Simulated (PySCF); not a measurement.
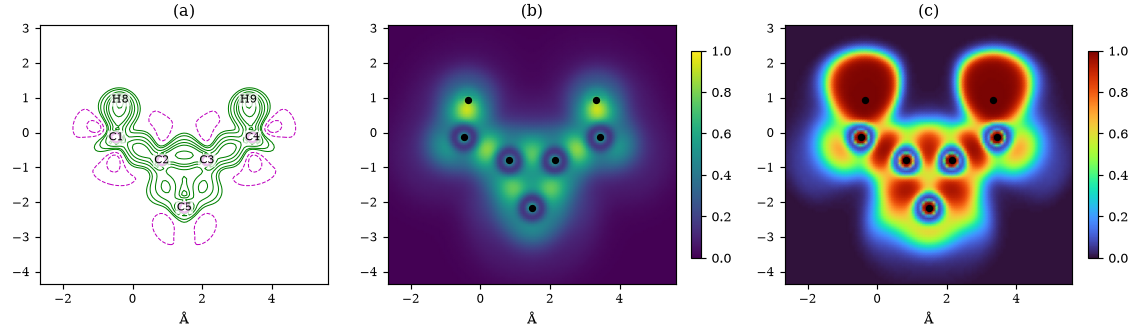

Figure 1: C5H8, SMILES `CC1=C(C)C1`. Three fields in the plane of C1, C2, C3, C4, C5, H8 and H9. (a): solid green lines positive, dashed magenta lines negative.

Method: B3LYP/def2-SVPD; geometry: GFN2-xTB; program: PySCF. No frequency check shows the geometry to be a minimum.

The calculation's input:

```python
import numpy as np
from pyscf import gto, scf, dft
from pyscf.scf import atom_ks, atom_hf
from scipy.linalg import block_diag

def solve(mol, dm0=None, hcore=None):
    mf = (dft.UKS if mol.spin else dft.RKS)(mol, xc='b3lyp')
    mf.grids.level = 3
    mf = mf.density_fit(auxbasis='def2-universal-jkfit')
    mf.conv_tol, mf.max_cycle = 1e-8, 80
    if hcore is not None:
        mf.get_hcore = lambda *args: hcore
    mf.kernel(dm0)
    if not mf.converged:
        mf = mf.newton().run(mf.mo_coeff, mf.mo_occ, max_cycle=30)
    assert mf.converged, 'SCF not converged'
    return mf

mol = gto.M(atom='''
C      1.95987    -0.63979     0.00015
C      0.64997     0.02141    -0.00039
C     -0.64991     0.02140     0.00036
C     -1.95980    -0.63983    -0.00012
C     -0.00020     1.37937     0.00002
H      2.52936    -0.34185    -0.88112
H      2.52927    -0.34150     0.88147
H      1.84501    -1.72255    -0.00071
H     -1.84491    -1.72259     0.00085
H     -2.52913    -0.34216    -0.88147
H     -2.52929    -0.34181     0.88112
H      0.00057     1.97858     0.90619
H     -0.00054     1.97849    -0.90643
''', basis='def2-svpd', charge=0, spin=0, verbose=4)
mf = solve(mol)
mf.analyze()
# spherically averaged free atoms, for the promolecule
atm = atom_ks.get_atm_nrks(mol, xc='b3lyp')
pro = block_diag(*[(atm[a[0]][2] * atm[a[0]][3]) @ atm[a[0]][2].T for a in mol._atom])
np.savez('result.npz', e=mf.e_tot, c=mf.mo_coeff, occ=mf.mo_occ, eps=mf.mo_energy, pro=pro, dip=mf.dip_moment(verbose=0), s2=mf.spin_square()[0])
```

Launched as:

```sh
OMP_NUM_THREADS=1 python input.py
```

The run took 15 s on 1 thread of Intel(R) Xeon(R) Platinum 8375C CPU @ 2.90GHz (Ice Lake), on a shared host, peak memory 0.62 GiB.

Partitions, critical points and surface values were worked out afterwards from this run's density.

### The panels show, in some order, the localised orbital locator (LOL), electron localisation function (ELF) and deformation density. Which is which?

(a) is the deformation density: it has both signs, with gains where valence electrons gather and losses around them. (b) is the localised orbital locator (LOL): it runs from 0 to 1, peaks where electrons are localised, as in bonds, and fades smoothly outside. (c) is the electron localisation function (ELF): it runs from 0 to 1 and is close to 1 over wide basins that fill the valence regions.
